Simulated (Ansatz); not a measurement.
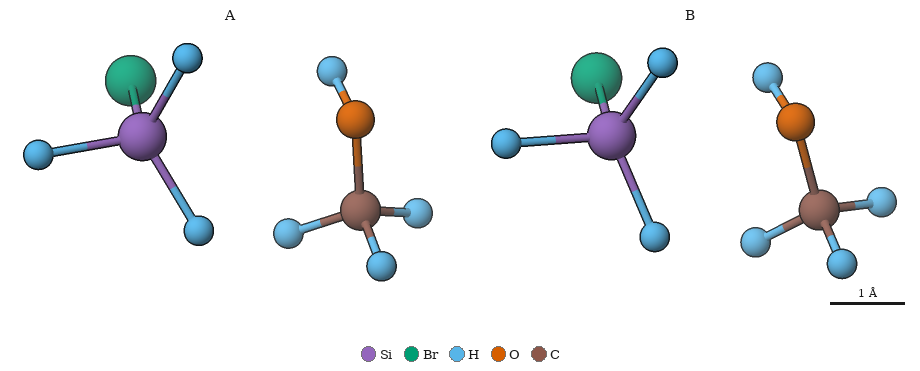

Two geometries of CH7BrOSi, drawn at one scale. One is the start of a relaxation, the other its converged end. A ball-and-stick model, seen from a free direction.

These are results of RKS LDA/def2-SVP (Ansatz), not measurements. Settings: no spin polarisation; force threshold 0.03 eV/Å; at most 50 steps.

Q: Which of the two is the end point?

A: Structure B is the relaxed one. The run prepares an end point of a later path (reaction) calculation, from a guessed geometry. The energy falls by 2.17 kcal/mol in 7 geometry steps. Largest force component: 0.64 eV/Å at the start, 0.024 eV/Å at the end. The largest move after the best rigid fit is that of an H atom, 0.34 Å. Largest moves by element: H 0.34 Å, O 0.27 Å, Si 0.13 Å, Br 0.09 Å, C 0.03 Å. Some distances before and after: O–Si 3.063 → 2.664 Å, Br–Si 2.289 → 2.255 Å, H–O 0.974 → 0.984 Å, H–Si 1.502 → 1.507 Å. Among the angles between lasting bonds that change: Br–Si–H 105.1° → 102.2°, Br–Si–H 108.8° → 110.9°, H–Si–H 110.2° → 108.2°.

Limits of the set-up: the start holds two separate molecules, 2.4 Å apart at their closest, whose relative position is a soft coordinate and is computed without a dispersion correction.
